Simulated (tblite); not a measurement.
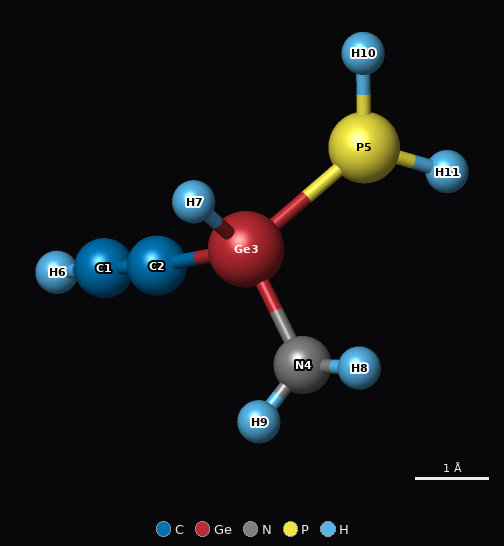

*The input geometry (ball-and-stick view, seen at a tilt; atoms are numbered from 1 in the order of the input). Sticks mark near contacts.*

## Saddle-point search, with input and output: C2H6GeNP

- system: C2H6GeNP, SMILES C#[C][Ge@@H]([NH2])[PH2]
- method: GFN2-xTB saddle search (eigenvector following) and harmonic vibrations, gas phase (tblite 0.8.0)

## The program's output
```
step      E/eV     max force
  0    -396.63692   0.0231
  1    -396.64095   0.0876
  2    -396.63897   0.0308
  3    -396.64052   0.0183
  4    -396.64193   0.0483
  5    -396.64135   0.0124
  6    -396.64206   0.0103
  7    -396.64258   0.0263
  8    -396.64272   0.0208
  9    -396.64274   0.0060
 10    -396.64274   0.0114
 11    -396.64275   0.0000
lowest wavenumbers (cm-1): -830.2 83.1 98.0 115.7 168.9 213.0
```

## Trajectory as extended XYZ (Å, eV, eV/Å), 12 frames, from step=0 to step=11
```
11
Properties=species:S:1:pos:R:3:forces:R:3 step=0 energy=-396.63692
C     2.6924   -0.8321   -0.2687    0.0230  -0.0010  -0.0020
C     1.6407   -0.3416    0.0467   -0.0130   0.0030   0.0080
Ge   -0.1093    0.2540    0.5312   -0.0030  -0.0070  -0.0040
N    -0.4140    1.7612   -0.4194    0.0040   0.0010   0.0040
P    -1.6773   -1.2036   -0.0987   -0.0110   0.0000  -0.0010
H     3.6279   -1.2324   -0.5414    0.0060   0.0150  -0.0010
H    -0.1973    0.3068    2.0496   -0.0030  -0.0070  -0.0030
H    -1.3469    2.1474   -0.3968    0.0030   0.0000   0.0130
H     0.2595    2.5074   -0.3274    0.0110  -0.0020  -0.0160
H    -2.1891   -2.1383    0.7221   -0.0100   0.0050   0.0050
H    -2.2866   -1.2289   -1.2972   -0.0070  -0.0070  -0.0030
11
Properties=species:S:1:pos:R:3:forces:R:3 step=1 energy=-396.64095
C     2.7062   -0.7985   -0.2754   -0.0510   0.0260   0.0170
C     1.6352   -0.3478    0.0375    0.0710  -0.0310  -0.0190
Ge   -0.1191    0.2335    0.5246   -0.0020  -0.0050  -0.0010
N    -0.4071    1.7521   -0.4120    0.0010   0.0830   0.0090
P    -1.7022   -1.2098   -0.0990   -0.0430  -0.0390   0.0040
H     3.6552   -1.1683   -0.5467   -0.0160   0.0140   0.0050
H    -0.2148    0.2662    2.0426   -0.0010  -0.0020  -0.0030
H    -1.3218    2.1794   -0.3488    0.0740  -0.0250   0.0030
H     0.3057    2.4681   -0.3639   -0.0640  -0.0590  -0.0100
H    -2.2659   -2.0850    0.7577    0.0190   0.0440  -0.0430
H    -2.2716   -1.2899   -1.3168    0.0120  -0.0070   0.0380
11
Properties=species:S:1:pos:R:3:forces:R:3 step=2 energy=-396.63897
C     2.6977   -0.8211   -0.2705    0.0280  -0.0040  -0.0060
C     1.6394   -0.3430    0.0414   -0.0280   0.0090   0.0090
Ge   -0.1125    0.2471    0.5262   -0.0020  -0.0040  -0.0020
N    -0.4127    1.7606   -0.4153    0.0010  -0.0190   0.0010
P    -1.6857   -1.2062   -0.1009    0.0010   0.0080  -0.0020
H     3.6379   -1.2114   -0.5411    0.0100   0.0100  -0.0020
H    -0.2043    0.2895    2.0443   -0.0020  -0.0060  -0.0010
H    -1.3380    2.1620   -0.3715   -0.0100   0.0070   0.0080
H     0.2754    2.4949   -0.3439    0.0230   0.0080  -0.0090
H    -2.2171   -2.1138    0.7369   -0.0140  -0.0040   0.0130
H    -2.2800   -1.2587   -1.3057   -0.0070  -0.0040  -0.0090
11
Properties=species:S:1:pos:R:3:forces:R:3 step=3 energy=-396.64052
C     2.7049   -0.8075   -0.2729   -0.0100   0.0100   0.0040
C     1.6379   -0.3473    0.0377    0.0160  -0.0080  -0.0040
Ge   -0.1154    0.2380    0.5235   -0.0020  -0.0040  -0.0010
N    -0.4087    1.7558   -0.4130    0.0020   0.0020   0.0020
P    -1.6970   -1.2072   -0.1004   -0.0110  -0.0080   0.0030
H     3.6511   -1.1845   -0.5428   -0.0010   0.0110   0.0010
H    -0.2092    0.2732    2.0416   -0.0020  -0.0040  -0.0010
H    -1.3284    2.1693   -0.3590    0.0060   0.0020   0.0060
H     0.2909    2.4810   -0.3535    0.0030  -0.0080  -0.0070
H    -2.2481   -2.0925    0.7504   -0.0020   0.0110  -0.0060
H    -2.2780   -1.2783   -1.3116    0.0000  -0.0050   0.0040
11
Properties=species:S:1:pos:R:3:forces:R:3 step=4 energy=-396.64193
C     2.7100   -0.7885   -0.2782   -0.0240   0.0140   0.0080
C     1.6341   -0.3501    0.0339    0.0330  -0.0160  -0.0100
Ge   -0.1215    0.2270    0.5213   -0.0010  -0.0020   0.0000
N    -0.4031    1.7510   -0.4084   -0.0020   0.0460   0.0050
P    -1.7096   -1.2117   -0.1001   -0.0280  -0.0260  -0.0020
H     3.6627   -1.1483   -0.5490   -0.0080   0.0080   0.0020
H    -0.2211    0.2522    2.0389   -0.0010  -0.0010  -0.0010
H    -1.3117    2.1877   -0.3358    0.0420  -0.0130   0.0010
H     0.3172    2.4585   -0.3700   -0.0340  -0.0340  -0.0050
H    -2.2909   -2.0615    0.7690    0.0120   0.0280  -0.0280
H    -2.2661   -1.3162   -1.3216    0.0100  -0.0030   0.0300
11
Properties=species:S:1:pos:R:3:forces:R:3 step=5 energy=-396.64135
C     2.7064   -0.7993   -0.2747    0.0040   0.0030  -0.0010
C     1.6358   -0.3479    0.0358   -0.0040  -0.0010   0.0010
Ge   -0.1185    0.2336    0.5221   -0.0010  -0.0020   0.0000
N    -0.4073    1.7544   -0.4105   -0.0010   0.0080   0.0020
P    -1.7018   -1.2099   -0.1009   -0.0010   0.0010   0.0000
H     3.6550   -1.1694   -0.5446    0.0030   0.0070  -0.0010
H    -0.2153    0.2644    2.0399   -0.0010  -0.0030  -0.0010
H    -1.3204    2.1808   -0.3433    0.0120  -0.0010   0.0030
H     0.3037    2.4696   -0.3654   -0.0030  -0.0110  -0.0050
H    -2.2651   -2.0796    0.7572   -0.0070   0.0020   0.0040
H    -2.2723   -1.2967   -1.3156   -0.0020  -0.0030  -0.0020
11
Properties=species:S:1:pos:R:3:forces:R:3 step=6 energy=-396.64206
C     2.7096   -0.7887   -0.2776   -0.0040   0.0050   0.0010
C     1.6337   -0.3505    0.0335    0.0070  -0.0040  -0.0020
Ge   -0.1216    0.2272    0.5208   -0.0010  -0.0020   0.0000
N    -0.4039    1.7516   -0.4080    0.0000   0.0080   0.0010
P    -1.7092   -1.2119   -0.1006   -0.0050  -0.0040   0.0000
H     3.6621   -1.1488   -0.5479    0.0000   0.0050   0.0000
H    -0.2211    0.2531    2.0383   -0.0010  -0.0020   0.0000
H    -1.3108    2.1894   -0.3322    0.0100  -0.0010   0.0020
H     0.3168    2.4575   -0.3730   -0.0040  -0.0090  -0.0030
H    -2.2892   -2.0619    0.7668   -0.0020   0.0060  -0.0020
H    -2.2664   -1.3169   -1.3204    0.0010  -0.0030   0.0030
11
Properties=species:S:1:pos:R:3:forces:R:3 step=7 energy=-396.64258
C     2.7125   -0.7755   -0.2825   -0.0170   0.0080   0.0050
C     1.6306   -0.3531    0.0304    0.0220  -0.0090  -0.0060
Ge   -0.1258    0.2198    0.5193    0.0000  -0.0010   0.0000
N    -0.3990    1.7491   -0.4038   -0.0010   0.0170   0.0020
P    -1.7176   -1.2152   -0.1003   -0.0180  -0.0160  -0.0010
H     3.6691   -1.1237   -0.5540   -0.0050   0.0040   0.0010
H    -0.2298    0.2385    2.0364    0.0000   0.0000   0.0000
H    -1.2980    2.2012   -0.3180    0.0160  -0.0050   0.0000
H     0.3337    2.4433   -0.3801   -0.0130  -0.0120  -0.0010
H    -2.3218   -2.0358    0.7802    0.0090   0.0170  -0.0180
H    -2.2539   -1.3488   -1.3275    0.0070  -0.0010   0.0190
11
Properties=species:S:1:pos:R:3:forces:R:3 step=8 energy=-396.64272
C     2.7133   -0.7679   -0.2866   -0.0060   0.0030   0.0020
C     1.6286   -0.3547    0.0283    0.0080  -0.0040  -0.0020
Ge   -0.1282    0.2156    0.5182    0.0000   0.0000   0.0000
N    -0.3950    1.7488   -0.4005   -0.0020   0.0010   0.0010
P    -1.7219   -1.2174   -0.1006   -0.0140  -0.0120  -0.0030
H     3.6719   -1.1091   -0.5594   -0.0020   0.0000   0.0000
H    -0.2360    0.2297    2.0349    0.0000   0.0010   0.0000
H    -1.2897    2.2079   -0.3109    0.0010  -0.0010   0.0000
H     0.3431    2.4367   -0.3803   -0.0010  -0.0010   0.0000
H    -2.3430   -2.0159    0.7884    0.0080   0.0120  -0.0150
H    -2.2431   -1.3737   -1.3314    0.0060   0.0000   0.0170
11
Properties=species:S:1:pos:R:3:forces:R:3 step=9 energy=-396.64274
C     2.7130   -0.7667   -0.2871   -0.0010   0.0000   0.0000
C     1.6280   -0.3550    0.0280    0.0000   0.0000   0.0000
Ge   -0.1288    0.2152    0.5182    0.0000   0.0000   0.0000
N    -0.3951    1.7488   -0.3999    0.0000   0.0060   0.0000
P    -1.7222   -1.2181   -0.1006    0.0000   0.0000  -0.0010
H     3.6718   -1.1071   -0.5601    0.0000   0.0000   0.0000
H    -0.2371    0.2292    2.0348    0.0000   0.0000   0.0000
H    -1.2883    2.2104   -0.3074    0.0050  -0.0020   0.0000
H     0.3451    2.4346   -0.3827   -0.0050  -0.0030   0.0000
H    -2.3458   -2.0132    0.7882    0.0000   0.0010   0.0000
H    -2.2407   -1.3779   -1.3314    0.0010   0.0000   0.0010
11
Properties=species:S:1:pos:R:3:forces:R:3 step=10 energy=-396.64274
C     2.7125   -0.7672   -0.2885    0.0050  -0.0020  -0.0020
C     1.6279   -0.3549    0.0273   -0.0070   0.0030   0.0020
Ge   -0.1284    0.2155    0.5181    0.0000   0.0000   0.0000
N    -0.3950    1.7499   -0.3986    0.0000  -0.0100  -0.0010
P    -1.7214   -1.2182   -0.1008   -0.0060  -0.0050  -0.0020
H     3.6709   -1.1082   -0.5620    0.0020  -0.0010  -0.0010
H    -0.2373    0.2284    2.0346    0.0000   0.0000   0.0000
H    -1.2886    2.2101   -0.3068   -0.0090   0.0040   0.0000
H     0.3439    2.4366   -0.3800    0.0090   0.0070   0.0000
H    -2.3507   -2.0071    0.7902    0.0040   0.0050  -0.0060
H    -2.2338   -1.3850   -1.3335    0.0030   0.0000   0.0080
11
Properties=species:S:1:pos:R:3:forces:R:3 step=11 energy=-396.64275
C     2.7122   -0.7676   -0.2889    0.0000   0.0000   0.0000
C     1.6279   -0.3547    0.0271    0.0000   0.0000   0.0000
Ge   -0.1284    0.2157    0.5181    0.0000   0.0000   0.0000
N    -0.3949    1.7504   -0.3984    0.0000   0.0000   0.0000
P    -1.7210   -1.2184   -0.1009    0.0000   0.0000   0.0000
H     3.6705   -1.1090   -0.5627    0.0000   0.0000   0.0000
H    -0.2375    0.2283    2.0345    0.0000   0.0000   0.0000
H    -1.2891    2.2100   -0.3075    0.0000   0.0000   0.0000
H     0.3438    2.4378   -0.3782    0.0000   0.0000   0.0000
H    -2.3515   -2.0054    0.7904    0.0000   0.0000   0.0000
H    -2.2320   -1.3873   -1.3335    0.0000   0.0000   0.0000
```

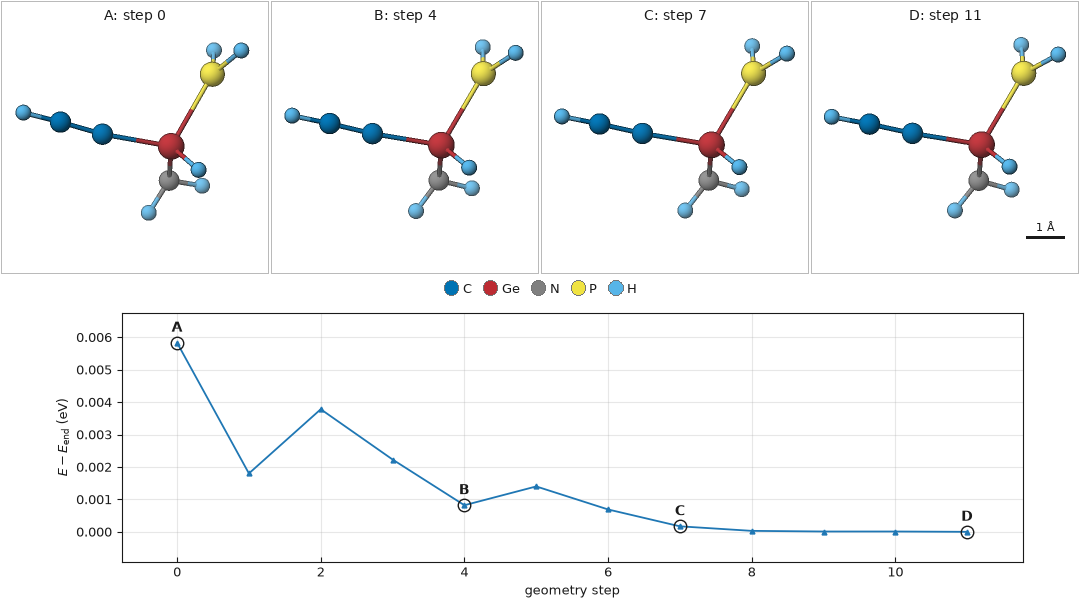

*Frames of the saddle-point search (ball-and-stick view, seen at a tilt) above the curves, on which the letters mark them (steps are counted from 0).*

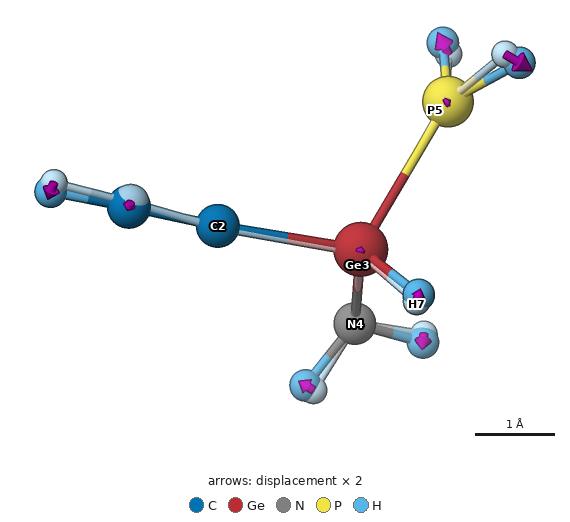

*Start (faint) and end (solid) with the displacements as pink arrows, magnified 2 times (ball-and-stick view, seen at a tilt). The two geometries are laid on each other by the best rigid fit.*

The largest move after the best rigid fit is that of H10, 0.22 Å. Largest moves by element: H 0.22 Å, C 0.07 Å, P 0.05 Å, Ge 0.04 Å, N 0.03 Å. Among the angles that change: C1–C2–Ge3 174.0° → 177.2°. The energy falls by 0.006 eV in 11 geometry steps. Largest force component: 0.023 eV/Å at the start, under 0.0001 eV/Å at the end. (Atoms are counted from 1 in the order of the input.)

The run was set up as follows.

## The input
```
{"job": {"xc": "GFN2-xTB", "basis": "xTB", "kind": "saddle"}, "charge": 0, "multiplicity": 1}
C      2.692355    -0.832097    -0.268742
C      1.640666    -0.341597     0.046725
Ge    -0.109325     0.253994     0.531218
N     -0.413960     1.761195    -0.419439
P     -1.677338    -1.203629    -0.098676
H      3.627941    -1.232364    -0.541418
H     -0.197335     0.306838     2.049571
H     -1.346854     2.147417    -0.396773
H      0.259518     2.507381    -0.327357
H     -2.189106    -2.138272     0.722138
H     -2.286562    -1.228866    -1.297248
```

The first line tells a small driver script what to run in tblite; the rest is the geometry in Å.

Command:
```bash
OMP_NUM_THREADS=1 python <driver script> task.json out
```

## Key numbers

- outcome: converged
- total energy: −396.6428 eV
- point group: C1
- hardware: 1 CPU thread, shared host
- wall time: 2.5 s
- peak memory: 0.19 GiB
